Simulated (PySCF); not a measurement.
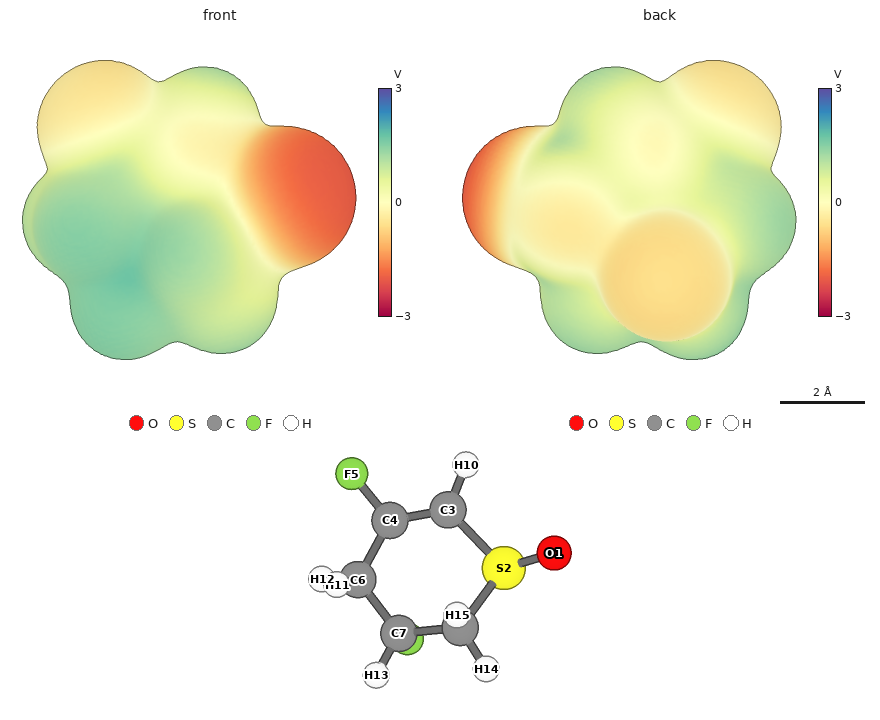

Figure 1: C5H6F2OS. The molecular electrostatic potential painted on the density surface at 0.002 e/bohr³, seen from the front and from behind; the colour scale runs from red (negative) to blue (positive). The bare structure is drawn below in the same view.

Geometry: GFN2-xTB.

The calculation used PBE0/pcSseg-1, SCF density, gas phase, non-relativistic (PySCF 2.14.0).

The calculation's input:

```
{"job": {"kind": "nmr", "xc": "PBE0", "basis": "pcSseg-1"}, "charge": 0, "multiplicity": 1}
O     -0.020252     3.020335     0.284050
S     -0.011055     1.699772     0.901835
C      1.422987     0.851599     0.184685
C      1.404080    -0.391437    -0.256179
F      2.537914    -0.940305    -0.756994
C      0.251378    -1.338897    -0.329211
C     -1.035712    -0.777392     0.268081
F     -0.985352    -0.908923     1.645513
C     -1.250461     0.685821    -0.058072
H      2.324025     1.442841     0.171676
H      0.085907    -1.603954    -1.377630
H      0.519303    -2.258867     0.199411
H     -1.890871    -1.389704    -0.050159
H     -2.233419     1.022899     0.268198
H     -1.122887     0.894202    -1.117114
```

Launched as:

```sh
OMP_NUM_THREADS=1 python probes_run.py task.json out
```

Where is the surface potential most negative and most positive?

The most negative region (about −2.0 V) lies over O1, the most positive (about +1.7 V) over C7. O1 is the likeliest acceptor of a hydrogen bond.
